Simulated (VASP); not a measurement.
# NaSrLiS2 with PBE: from relaxation to properties, part 7 of 7

What structure does NaSrLiS2 take at this level, and what are its properties? The cell is invented: it takes the structure of a Materials Project entry for NaLiCdS2 (space group 156 there), with some of its atoms replaced by other elements, volume scaled by an estimate. It may not be a known or stable phase. Left out of this account: 1 further run (vcrelax: its dispersion library returned no energy). The atoms of the start are displaced at random from the sites of a P3m1 cell.

VASP 6.6.1, plane waves and PAW; the level of theory is named at each step.

So far, gap on the k-mesh (eV): step 2 (rough relaxation of the start cell) 2.69; step 4 (single point with fields (PBE)) 2.68; step 6 (density of states (PBE)) 2.68; step 7 (a semilocal run for the hybrid's start) 2.67; step 9 (dielectric tensor and Born charges (PBE)) 2.67.

## (11) Elastic tensor by finite strains (PBE) (continued)

Level of this step: PBE; plane waves and PAW (Sr_sv, S, Na_pv, Li_sv); invented cell (VASP).

Parts of OUTCAR (step 11):

```text
   ENCUT  =  700.0 eV  51.45 Ry    7.17 a.u.   9.42  9.42 16.17*2*pi/ulx,y,z

   NELECT =      32.0000    total number of electrons

 E-fermi :   1.0164

 k-point     1 :       0.0000    0.0000    0.0000
  band No.  band energies     occupation
    ...
     12       0.1075      2.00000
     13       0.1075      2.00000
     14       0.5152      2.00000
     15       0.7231      2.00000
     16       0.7231      2.00000
     17       3.4251      0.00000
     18       5.7791      0.00000
     19       6.0430      0.00000
     20       6.0430      0.00000
     21       7.0659      0.00000
    ...

  Total       -0.0042417     -0.0042417      0.0300739      0.0000000      0.0000000      0.0000000
  in kB       -0.0549341     -0.0549341      0.3894827      0.0000000      0.0000000      0.0000000
  external PRESSURE =       0.0932048 kB  Pullay stress =       0.0000000 kB

 POSITION                                       TOTAL-FORCE (eV/Angst)
 -----------------------------------------------------------------------------------
      2.18305      1.26038      2.67626        -0.000000      0.000000     -0.014055
     -0.00000      2.52077      1.36505         0.000000     -0.000000      0.013281
      2.18305      1.26038      5.54578        -0.000000     -0.000000     -0.021483
      0.00000      0.00000      7.24302        -0.000000      0.000000      0.000936
     -0.00000      2.52077      5.61661        -0.000000      0.000000      0.021321
 -----------------------------------------------------------------------------------
    total drift:                                0.000001     -0.000000     -0.000385

  FREE ENERGIE OF THE ION-ELECTRON SYSTEM (eV)
  ---------------------------------------------------
  free  energy   TOTEN  =       -20.2314308654 eV

  energy  without entropy=      -20.2314308654  energy(sigma->0) =      -20.23143087

  SYMMETRIZED ELASTIC MODULI (kBar)
 Direction    XX          YY          ZZ          XY          YZ          ZX
 --------------------------------------------------------------------------------
 XX         669.0110    192.5203    217.8940     -0.0000    -11.7567      0.0000
 YY         192.5203    669.0110    217.8940     -0.0000     11.7567     -0.0000
 ZZ         217.8940    217.8940    621.1375     -0.0000      0.0000     -0.0000
 XY          -0.0000     -0.0000     -0.0000    238.2453     -0.0000    -11.7567
 YZ         -11.7567     11.7567      0.0000     -0.0000    194.0110     -0.0000
 ZX           0.0000     -0.0000     -0.0000    -11.7567     -0.0000    194.0110
 --------------------------------------------------------------------------------

 Eigenvectors and eigenvalues of the dynamical matrix
 ----------------------------------------------------

   1 f  =    9.348127 THz    58.736014 2PiTHz  311.819952 cm-1    38.660729 meV
             X         Y         Z           dx          dy          dz
      2.183049  1.260384  2.676263     0.003417   -0.002753   -0.000000
     -0.000000  2.520768  1.365048     0.016426   -0.013237   -0.000000
      2.183049  1.260384  5.545778     0.234928   -0.189314   -0.000000
      0.000000  0.000000  7.243024     0.101652   -0.081915   -0.000000
     -0.000000  2.520768  5.631605    -0.735178    0.592432   -0.000000

   2 f  =    9.348127 THz    58.736014 2PiTHz  311.819952 cm-1    38.660729 meV
             X         Y         Z           dx          dy          dz
      2.183049  1.260384  2.676263     0.002753    0.003417   -0.000000
     -0.000000  2.520768  1.365048     0.013237    0.016426   -0.000000
      2.183049  1.260384  5.545778     0.189314    0.234928    0.000000
      0.000000  0.000000  7.243024     0.081915    0.101652    0.000000
     -0.000000  2.520768  5.631605    -0.592432   -0.735178   -0.000000

   3 f  =    7.808680 THz    49.063383 2PiTHz  260.469528 cm-1    32.294091 meV
             X         Y         Z           dx          dy          dz
      2.183049  1.260384  2.676263    -0.000000    0.000000   -0.060428
[...]
0.000000  0.000000  7.243024     0.671279   -0.540940    0.000000
     -0.000000  2.520768  5.631605    -0.027351    0.022041    0.000000

  10 f  =    4.075851 THz    25.609324 2PiTHz  135.955740 cm-1    16.856356 meV
             X         Y         Z           dx          dy          dz
      2.183049  1.260384  2.676263    -0.094663   -0.117472    0.000000
     -0.000000  2.520768  1.365048     0.011944    0.014822    0.000000
      2.183049  1.260384  5.545778    -0.302493   -0.375379    0.000000
      0.000000  0.000000  7.243024     0.540940    0.671279   -0.000000
     -0.000000  2.520768  5.631605    -0.022041   -0.027351   -0.000000

  11 f  =    2.192078 THz    13.773232 2PiTHz   73.119851 cm-1     9.065702 meV
             X         Y         Z           dx          dy          dz
      2.183049  1.260384  2.676263    -0.403725    0.325336    0.000000
     -0.000000  2.520768  1.365048    -0.191094    0.153991    0.000000
      2.183049  1.260384  5.545778     0.550259   -0.443418    0.000000
      0.000000  0.000000  7.243024     0.249593   -0.201131    0.000000
     -0.000000  2.520768  5.631605     0.204202   -0.164553    0.000000

  12 f  =    2.192078 THz    13.773232 2PiTHz   73.119851 cm-1     9.065702 meV
             X         Y         Z           dx          dy          dz
      2.183049  1.260384  2.676263     0.325336    0.403725    0.000000
     -0.000000  2.520768  1.365048     0.153991    0.191094   -0.000000
      2.183049  1.260384  5.545778    -0.443418   -0.550259    0.000000
      0.000000  0.000000  7.243024    -0.201131   -0.249593    0.000000
     -0.000000  2.520768  5.631605    -0.164553   -0.204202    0.000000

  13 f/i=    0.004365 THz     0.027426 2PiTHz    0.145602 cm-1     0.018052 meV
             X         Y         Z           dx          dy          dz
      2.183049  1.260384  2.676263    -0.414633   -0.556638    0.000000
     -0.000000  2.520768  1.365048    -0.250711   -0.336576    0.000000
      2.183049  1.260384  5.545778    -0.251431   -0.337542    0.000000
      0.000000  0.000000  7.243024    -0.212401   -0.285145    0.000000
     -0.000000  2.520768  5.631605    -0.117242   -0.157396    0.000000

  14 f/i=    0.004365 THz     0.027426 2PiTHz    0.145602 cm-1     0.018052 meV
             X         Y         Z           dx          dy          dz
      2.183049  1.260384  2.676263    -0.556638    0.414633   -0.000000
     -0.000000  2.520768  1.365048    -0.336576    0.250711   -0.000000
      2.183049  1.260384  5.545778    -0.337542    0.251431   -0.000000
      0.000000  0.000000  7.243024    -0.285145    0.212401   -0.000000
     -0.000000  2.520768  5.631605    -0.157396    0.117242   -0.000000

  15 f/i=    0.004600 THz     0.028906 2PiTHz    0.153455 cm-1     0.019026 meV
             X         Y         Z           dx          dy          dz
      2.183049  1.260384  2.676263    -0.000000    0.000000    0.693828
     -0.000000  2.520768  1.365048    -0.000000    0.000000    0.420462
      2.183049  1.260384  5.545778    -0.000000    0.000000    0.420231
      0.000000  0.000000  7.243024    -0.000000    0.000000    0.355991
     -0.000000  2.520768  5.631605    -0.000000    0.000000    0.196189

 ELASTIC MODULI CONTR FROM IONIC RELAXATION (kBar)
 Direction    XX          YY          ZZ          XY          YZ          ZX
 --------------------------------------------------------------------------------
 XX        -145.0911     22.6895      1.9363      0.0000     37.8626     -0.0000
 YY          22.6895   -145.0911      1.9363      0.0000    -37.8626      0.0000
 ZZ           1.9363      1.9363   -313.0518     -0.0000     -0.0000     -0.0000
 XY           0.0000      0.0000     -0.0000    -83.8903      0.0000     37.8626
 YZ          37.8626    -37.8626     -0.0000      0.0000   -125.1355      0.0000
 ZX          -0.0000      0.0000     -0.0000     37.8626      0.0000   -125.1354
 --------------------------------------------------------------------------------

 TOTAL ELASTIC MODULI (kBar)
 Direction    XX          YY          ZZ          XY          YZ          ZX
 --------------------------------------------------------------------------------
 XX         523.9199    215.2099    219.8303     -0.0000     26.1059     -0.0000
 YY         215.2099    523.9199    219.8303     -0.0000    -26.1059      0.0000
 ZZ         219.8303    219.8303    308.0857     -0.0000     -0.0000     -0.0000
 XY          -0.0000     -0.0000     -0.0000    154.3550      0.0000     26.1059
 YZ          26.1059    -26.1059     -0.0000      0.0000     68.8755     -0.0000
 ZX          -0.0000      0.0000     -0.0000     26.1059     -0.0000     68.8756
 --------------------------------------------------------------------------------

[... 4 parts as in an earlier step ...]

[... 12 further parts left out ...]
```

CONTCAR:

```
NaSrLiS2
   1.00000000000000
     4.3660983257000003    0.0000000000000000    0.0000000000000000
    -2.1830491678000001    3.7811520644000001    0.0000000000000000
     0.0000000000000000    0.0000000000000000    7.4936637596000004
  Sr              S               Na              Li
     1     2     1     1
Direct
     0.6666666670000012    0.3333333329999988    0.3571367485999986
     0.3333333329999988    0.6666666670000012    0.1821602464000023
     0.6666666670000012    0.3333333329999988    0.7400622895999973
     0.0000000000000000    0.0000000000000000    0.9665531349000034
     0.3333333329999987    0.6666666670000012    0.7495138894072016
```

The last energy, forces, stress and levels in OUTCAR belong to the last displaced cell, not to the cell of POSCAR.

Numbers from this step:

```
irreducible k-points      : 17
pressure of the cell      : 0.008980 GPa
largest force of the cell : 0.008538 eV/Å
mechanically stable       : yes
bulk modulus (Voigt)      : 29.62 GPa
shear modulus (Voigt)     : 10.52 GPa
bulk modulus (Hill)       : 28.58 GPa
shear modulus (Hill)      : 9.536 GPa
Young's modulus           : 25.75 GPa
Poisson's ratio           : 0.3498
```

Elastic constants with relaxed ions, Voigt order xx yy zz yz xz xy (GPa):

```
52.39 21.52 21.98  2.61  0.00  0.00
21.52 52.39 21.98 -2.61  0.00  0.00
21.98 21.98 30.81  0.00  0.00  0.00
 2.61 -2.61  0.00  6.89  0.00  0.00
 0.00  0.00  0.00  0.00  6.89  2.61
 0.00  0.00  0.00  0.00  2.61 15.44
```

Elastic constants with clamped ions, Voigt order xx yy zz yz xz xy (GPa):

```
66.90 19.25 21.79 -1.18  0.00  0.00
19.25 66.90 21.79  1.18  0.00  0.00
21.79 21.79 62.11  0.00  0.00  0.00
-1.18  1.18  0.00 19.40  0.00  0.00
 0.00  0.00  0.00  0.00 19.40 -1.18
 0.00  0.00  0.00  0.00 -1.18 23.82
```

Transverse limit, no LO-TO splitting. Modes at Γ, with each element's share of the kinetic energy:

```tsv
mode	frequency (cm⁻¹)	symmetry	Sr %	S %	Na %	Li %
1	-0.2	acoustic	48	35	13	4
2	-0.1	acoustic	48	35	13	4
3	-0.1	acoustic	48	35	13	4
4	73.1	E	27	56	10	7
5	73.1	E	27	56	10	7
6	136.0	E	2	23	74	0
7	136.0	E	2	23	74	0
8	151.3	A1	0	47	1	51
9	172.0	A1	2	13	82	3
10	212.4	A1	49	42	3	5
11	226.8	E	23	76	1	0
12	226.8	E	23	76	1	0
13	260.5	A1	0	62	0	37
14	311.8	E	0	9	2	89
15	311.8	E	0	9	2	89
```

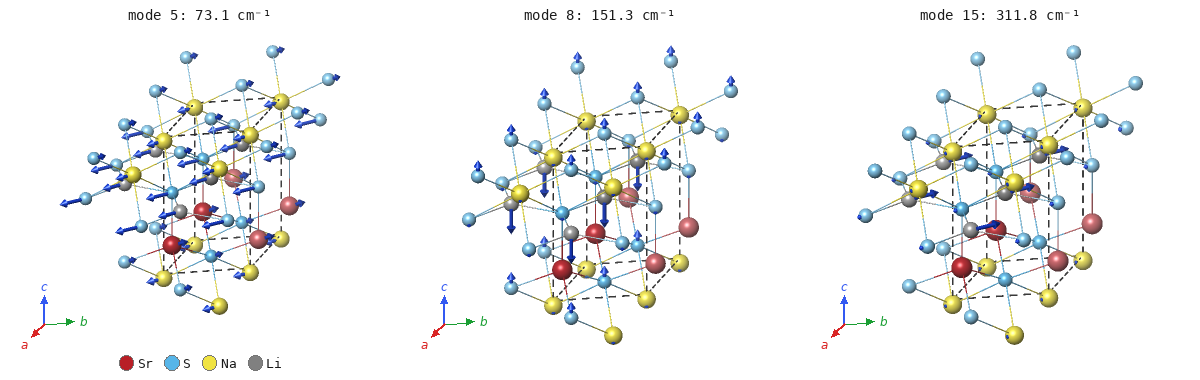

Displacement patterns of modes 5, 8 and 15 at Γ; arrows are exaggerated. 2×1×1 cells are drawn. Some periodic images of atoms are drawn too.

B/G is 3.00, which by Pugh's rule of thumb (1.75) points to a ductile solid. With the density of 2.44 g/cm³ the Hill moduli give sound speeds of 4.12 km/s (longitudinal) and 1.98 km/s (transverse), and from their mean a Debye temperature of 227 K.

## (12) What came out

| Property | Result |
| --- | --- |
| relaxed volume | 24.74 Å³/atom |
| relaxed conventional cell a, b, c | 4.366, 4.366, 7.494 Å; angles 90.0, 90.0, 120.0° |
| space group after relaxing, within 0.02 Å | P3m1 (No. 156) |
| band gap | 2.67 eV, indirect (least direct gap of that run 2.70 eV) |
| gap among the points of the DOS mesh alone, an upper bound | 2.68 eV |
| band gap (HSE06) | 3.62 eV, indirect (least direct gap of that run 3.66 eV) |
| electronic dielectric constant, mean | 3.96 |
| bulk modulus (Hill) | 28.6 GPa |
| shear modulus (Hill) | 9.54 GPa |
| Debye temperature from the elastic constants | 227 K |
| highest zone-centre mode | 312 cm⁻¹ |

In words: With PBE, NaSrLiS2 relaxes to 24.74 Å³/atom in space group P3m1 and has an indirect gap of 2.67 eV (3.62 eV with HSE06). Bands along the symmetry lines (HSE06): The path shows an indirect gap of 3.63 eV (valence top at A, conduction bottom at Γ). The least direct gap is 3.66 eV. Dielectric tensor and Born charges (PBE): The principal values of the electronic dielectric tensor with local fields are 3.90, 3.90 and 4.10. Dielectric tensor and Born charges (PBE): Mean Born effective charge: Sr1 1.99, S2 -2.06, S3 -2.06, Na4 1.15, Li5 0.97 e. Elastic tensor by finite strains (PBE): The highest mode in this list at Γ, 311.8 cm⁻¹, is mostly motion of Li (89 % of the kinetic energy). The other levels ran on the cell relaxed with PBE, and without spin-orbit coupling unless named. Semilocal functionals usually underestimate gaps. Spin-orbit coupling is left out; it would split some degenerate bands. Modes at Γ alone can't show that the crystal is stable at other wave vectors, and the LO-TO splitting is not included. No search among competing phases was made. All values are for a static lattice at zero temperature.

[Lines on the potential files, build, host, timing and source positions are cut from VASP's logs without a mark.]

[Logs are printed without paths, hosts, clocks, repeated set-up lines and the standing remarks that a program may print on its own settings, such as how far it seeks lower states.]

[Hosts, paths, dates, database ids (printed as entryN), source tags and the programs' standing remarks are cut or masked in the printed files.]

[A measured line is paired with the nearest computed mode of its activity, which favours agreement.]
